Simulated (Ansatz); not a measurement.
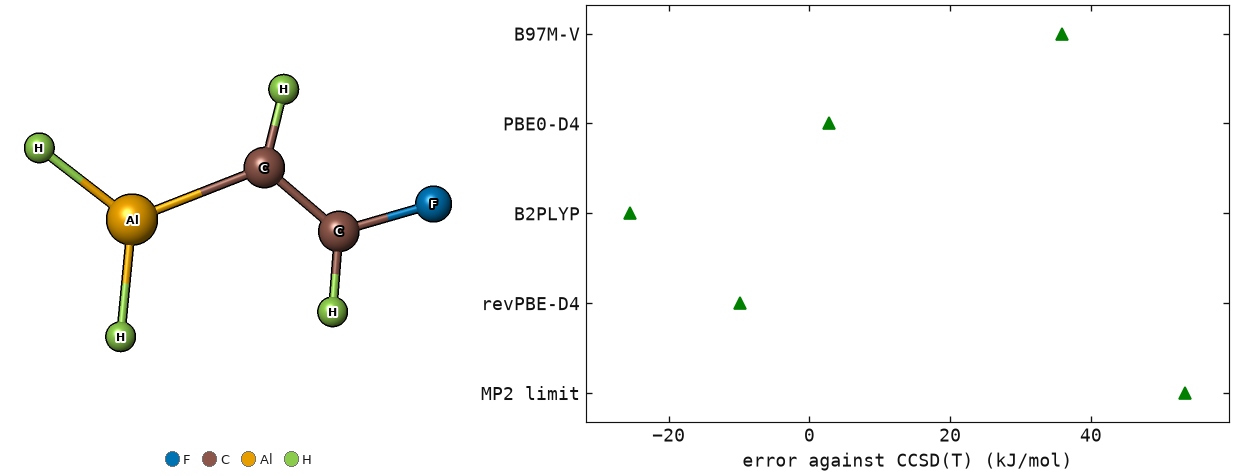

Error in the electronic atomisation energy (method less reference, so positive means overbinding) of C₂H₄AlF, SMILES F/C=[CH]/[AlH2], singlet: functionals in def2-TZVPP against frozen-core CCSD(T) at the limit (MP2 extrapolated from triple and quadruple zeta, plus CCSD(T) less MP2 in a smaller set), which gives 2842.0 kJ/mol, at a PBE0-D4/def2-TZVP geometry (a minimum by its frequencies), no zero-point or spin-orbit term, the Ansatz code. The reference leaves out core correlation, a term that grows with the number of heavy atoms. B2PLYP holds a correlation term that converges slowly with the basis, so part of the distance to the limit is basis error. No dispersion term is added to B2PLYP. Limit means the basis limit.

> Which of these levels overbind, and which underbind?

Overbind: B97M-V and MP2 limit. Underbind: B2PLYP. Within 20 kJ/mol of zero, too close to call in view of what the reference leaves out: PBE0-D4 and revPBE-D4.

> Give the values.

```tsv
level	kJ/mol
B97M-V	35.9
PBE0-D4	2.8
B2PLYP	−25.5
revPBE-D4	−9.8
MP2 limit	53.3
```
